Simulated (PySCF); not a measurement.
# C4H6PSi: the cost of one run

Programs: PySCF 2.14.0, with routines of our own; each step states its level. All values are computed. Atoms count from 0.

## 1. The starting structure

12 atoms, charge -1, multiplicity 1; geometry from: GFN2-xTB.

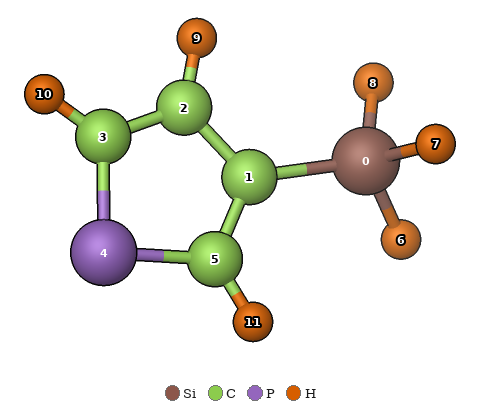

The starting geometry (silicon brown, carbon green, phosphorus purple, hydrogen orange).

## 2. Magnetic properties: GIAO PBE/aug-pcSseg-1

What the job is given:

```
{"job": {"kind": "mag", "xc": "PBE", "basis": "aug-pcSseg-1", "isotopologues": 2}, "charge": -1, "multiplicity": 1}
Si    -1.905020     0.177065     0.019706
C     -0.088086    -0.131768     0.017075
C      0.898506     0.876223    -0.040349
C      2.177756     0.383735    -0.055387
P      2.231137    -1.366458    -0.003347
C      0.497666    -1.396471     0.037614
H     -2.669627    -0.785204     0.840669
H     -2.560271     0.124337    -1.311405
H     -2.251695     1.513314     0.548894
H      0.661572     1.934838    -0.066673
H      3.074031     0.990345    -0.091966
H     -0.064771    -2.320642     0.079142
```

Method: GIAO PBE/aug-pcSseg-1 magnetisability, rotational g tensor and spin-rotation constants, non-relativistic, gas phase.

Command:

```
> OMP_NUM_THREADS=1 python excited_run.py task.json out
```

The driver reads the jobs from task.json and runs them one after another.

**Question.** How long does this first job take on 1 thread of AMD EPYC 7R43, shared host, and how much memory does it need?

About 51 s, with a peak of 0.84 GiB.
